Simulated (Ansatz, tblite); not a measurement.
# Diborane mono Cl (B2H5Cl): spin states and exact exchange

Is the singlet the ground state of diborane mono Cl (B2H5Cl)? Other spin states are computed and compared level by level.

Method: as each input shows; program: Ansatz 0.2.0, Gaussian basis.

Plan: triplet, at the geometry of the singlet (GFN1-xTB, GFN2-xTB, PBE0-D4/def2-TZVP, PBE-D4/def2-TZVP, r2SCAN-D4/def2-TZVP); the singlet's energies come from earlier runs.

**1. The structure**

The singlet was relaxed beforehand with PBE-D4/def2-TZVP.

8 atoms, charge 0, spin multiplicity 1.

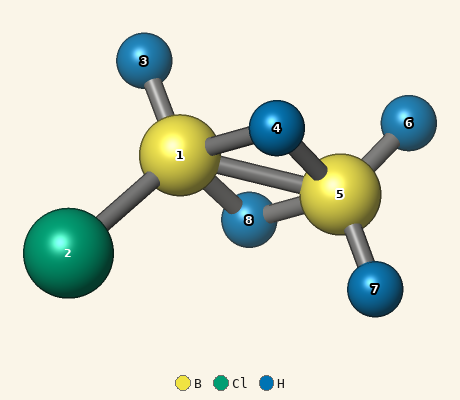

The structure; boron yellow, chlorine teal, hydrogen blue; atoms are numbered from 1 in the order of the file.

Geometry (Å):

```mol
B2ClH5
  3D, bonds by distance, orders not assigned

  8  9  0  0  0  0  0  0  0  0999 V2000
   -0.5979   -0.0997    0.5817 B   0  0
   -0.1406   -0.8231    2.1384 Cl  0  0
   -1.7371    0.2196    0.4118 H   0  0
    0.1953    0.9388    0.2670 H   0  0
    0.5809    0.1523   -0.7032 B   0  0
    0.1848    0.6453   -1.7186 H   0  0
    1.7178   -0.1703   -0.5249 H   0  0
   -0.2032   -0.8629   -0.4522 H   0  0
  1  2  8  0
  1  3  8  0
  1  4  8  0
  1  5  8  0
  1  8  8  0
  4  5  8  0
  5  6  8  0
  5  7  8  0
  5  8  8  0
M  END
```

**2. Triplet at the fixed geometry, GFN1-xTB**

Tight binding, by tblite at 300 K electronic temperature and without a spin-polarisation term:

```python
tblite.interface.Calculator('GFN1-xTB', numbers, positions, charge=0, uhf=2).singlepoint()
```

Energy -257.3005 eV; 0.004 s.

**3. Triplet at the fixed geometry, GFN2-xTB**

Tight binding, by tblite at 300 K electronic temperature and without a spin-polarisation term:

```python
tblite.interface.Calculator('GFN2-xTB', numbers, positions, charge=0, uhf=2).singlepoint()
```

Energy -254.9101 eV; 0.003 s.

**4. Triplet at the fixed geometry, PBE0-D4/def2-TZVP**

File in.yaml:

```yaml
crystal:
  periodic: [false, false, false]
  atoms:
    - {symbol: B, position_ang: [-0.597902, -0.099699, 0.581661]}
    - {symbol: Cl, position_ang: [-0.140563, -0.823087, 2.138432]}
    - {symbol: H, position_ang: [-1.737070, 0.219625, 0.411762]}
    - {symbol: H, position_ang: [0.195254, 0.938790, 0.267019]}
    - {symbol: B, position_ang: [0.580889, 0.152260, -0.703176]}
    - {symbol: H, position_ang: [0.184813, 0.645283, -1.718571]}
    - {symbol: H, position_ang: [1.717816, -0.170266, -0.524912]}
    - {symbol: H, position_ang: [-0.203237, -0.862905, -0.452216]}
basis:
  gaussian: {orbitals: def2-TZVP}
magnetization: {spin_polarized: true, initial_magnetization: 2}
hamiltonian: {xc: pbe0, dispersion: d4}
scf: {omitted_lower_state_checks: [starts]}
output: {orbitals: {seedname: orbitals}}
```

Launch:

```
$ ansatz run in.yaml --threads 4 --pin off --events-out ev --progress --plain --max-ram 3916MiB
```

Output:

```text
Functional definition: PBE0
  name "PBE0"
  cite "Adamo & Barone, J. Chem. Phys. 110, 6158 (1999) doi:10.1063/1.478522"
  cite "Perdew, Burke & Ernzerhof, Phys. Rev. Lett. 77, 3865 (1996) doi:10.1103/PhysRevLett.77.3865"
  parent pbe
  parameter a = 0.25
  parameter kappa = 0.804
  parameter beta = 0.06672455060314922
  exchange = (1 - a)*pbe_x(kappa = kappa, mu = beta*pi^2/3) + a*exact_x
  correlation = pbe_c(beta = beta)
these checks for a lower state are left out or cut short: starts
826 factors; their error is unknown
mean field evaluation 1: about -13938.0957 eV, gradient 3.4e1 eV
mean field evaluation 2: about -13916.3222 eV, gradient 5.8e1 eV
mean field evaluation 4: about -13945.5148 eV, gradient 5.0e0 eV
mean field evaluation 8: about -13945.7111 eV, gradient 2.7e-1 eV
mean field evaluation 16: about -13945.7566 eV, gradient 2.9e-3 eV
mean field evaluation 32: about -13945.7566 eV, gradient 1.4e-5 eV
mean field -13945.75663868 eV, -512.4971036980 hartree, gradient 1.4e-5 eV, S^2 2.008353; 0 other end points of the search recorded, 0 dependent functions left out
reference -13945.75667458 eV, -512.4971050175 hartree; 17, 15 occupied and 112, 114 virtual orbitals, 826 factors
Total energy: -13945.85461851 eV, -512.5007043904 hartree
Checks for a lower state left out: starts
```

Run time: 2.5 s. Hardware: 4 threads of Arm Neoverse V1, shared host.

HOMO -3.15 eV, LUMO -7.53 eV (over both spins; with the spin held, an empty level of the minority spin lies below the top filled one); ⟨S²⟩ 2.008 (pure: 2.00).

**5. Triplet at the fixed geometry, PBE-D4/def2-TZVP**

start.molden holds the orbitals of an earlier run on this state, given as this run's starting guess.

Edit in.yaml of step 4 so:

```diff
@@ -12,5 +12,5 @@
 basis:
-  gaussian: {orbitals: def2-TZVP}
+  gaussian: {orbitals: def2-TZVP, initial_orbitals: start.molden}
 magnetization: {spin_polarized: true, initial_magnetization: 2}
-hamiltonian: {xc: pbe0, dispersion: d4}
+hamiltonian: {xc: pbe, dispersion: d4}
 scf: {omitted_lower_state_checks: [starts]}
```

The command is unchanged.

Output:

```text
Functional definition: PBE
  name "PBE"
  cite "Perdew, Burke & Ernzerhof, Phys. Rev. Lett. 77, 3865 (1996) doi:10.1103/PhysRevLett.77.3865"
  parent pbe
  parameter kappa = 0.804
  parameter beta = 0.06672455060314922
  exchange = pbe_x(kappa = kappa, mu = beta*pi^2/3)
  correlation = pbe_c(beta = beta)
these checks for a lower state are left out or cut short: starts
814 factors; their error is unknown
mean field evaluation 1: about -13944.5792 eV, gradient 6.5e0 eV
mean field evaluation 2: about -13944.6577 eV, gradient 2.1e-1 eV
mean field evaluation 4: about -13944.6507 eV, gradient 7.8e-1 eV
mean field evaluation 8: about -13944.6576 eV, gradient 1.3e-2 eV
mean field -13944.65762872 eV, -512.4567158271 hartree, gradient 1.0e-5 eV, S^2 2.004202; 0 other end points of the search recorded, 0 dependent functions left out
reference -13944.65767655 eV, -512.4567175849 hartree; 17, 15 occupied and 112, 114 virtual orbitals, 814 factors
Total energy: -13944.77541904 eV, -512.4610445415 hartree
Checks for a lower state left out: starts
```

Run time: 1.9 s. Hardware: 4 threads of Arm Neoverse V1, shared host.

HOMO -2.32 eV, LUMO -8.06 eV (over both spins; with the spin held, an empty level of the minority spin lies below the top filled one); ⟨S²⟩ 2.004 (pure: 2.00).

**6. Triplet at the fixed geometry, r2SCAN-D4/def2-TZVP**

Edit in.yaml of step 5 so:

```diff
@@ -14,3 +14,3 @@
 magnetization: {spin_polarized: true, initial_magnetization: 2}
-hamiltonian: {xc: pbe, dispersion: d4}
+hamiltonian: {xc: r2scan, dispersion: d4}
 scf: {omitted_lower_state_checks: [starts]}
```

Launched as before.

Output:

```text
Functional definition: r2SCAN
  name "r2SCAN"
  cite "Furness, Kaplan, Ning, Perdew & Sun, J. Phys. Chem. Lett. 11, 8208 (2020) doi:10.1021/acs.jpclett.0c02405"
  cite "Furness, Kaplan, Ning, Perdew & Sun, J. Phys. Chem. Lett. 11, 9248 (2020) doi:10.1021/acs.jpclett.0c03077"
  parent r2scan
  parameter k0 = 0.174
  parameter k1 = 0.065
  parameter a1 = 4.9479
  exchange = r2scan_x(k0 = k0, k1 = k1, a1 = a1)
  correlation = r2scan_c
these checks for a lower state are left out or cut short: starts
814 factors; their error is unknown
mean field evaluation 1: about -13950.3313 eV, gradient 4.8e0 eV
mean field evaluation 2: about -13950.3737 eV, gradient 1.2e-1 eV
mean field evaluation 4: about -13950.3712 eV, gradient 1.8e-1 eV
mean field evaluation 8: about -13950.3715 eV, gradient 2.4e-4 eV
mean field -13950.37152355 eV, -512.6666975890 hartree, gradient 1.5e-5 eV, S^2 2.011081; 0 other end points of the search recorded, 0 dependent functions left out
reference -13950.37154078 eV, -512.6666982222 hartree; 17, 15 occupied and 112, 114 virtual orbitals, 814 factors
Total energy: -13950.39893185 eV, -512.6677048255 hartree
Checks for a lower state left out: starts
```

Run time: 3.5 s. Hardware: 4 threads of Arm Neoverse V1, shared host.

Report: HOMO -2.52 eV, LUMO -8.12 eV (over both spins; with the spin held, an empty level of the minority spin lies below the top filled one); ⟨S²⟩ 2.011 (pure: 2.00).

**7. Triplet less singlet, vertical**

The singlet's energies are those of its earlier runs, whose logs aren't repeated here.

```
              level  triplet less singlet, vertical (kcal/mol)     time
           GFN1-xTB                                     +145.1  0.008 s
           GFN2-xTB                                     +127.8  0.006 s
   PBE-D4/def2-TZVP                                     +130.6    2.5 s
r2SCAN-D4/def2-TZVP                                     +135.2    5.1 s
  PBE0-D4/def2-TZVP                                     +141.4    3.8 s
```

Times add the two runs; a level without a time comes out of a correlated run. Tight binding without a spin term can't rank spin states.

**8. Summary of results**

| quantity | value |
| --- | --- |
| triplet less singlet, vertical, functionals in def2-TZVP | +130.6 (PBE-D4) to +141.4 kcal/mol (PBE0-D4) |

All functionals put the triplet above the singlet, over a spread of 10.7 kcal/mol. The checks for a lower triplet were left out, so another state of that spin may lie lower. These are electronic energies, without zero-point motion, entropy or surroundings.
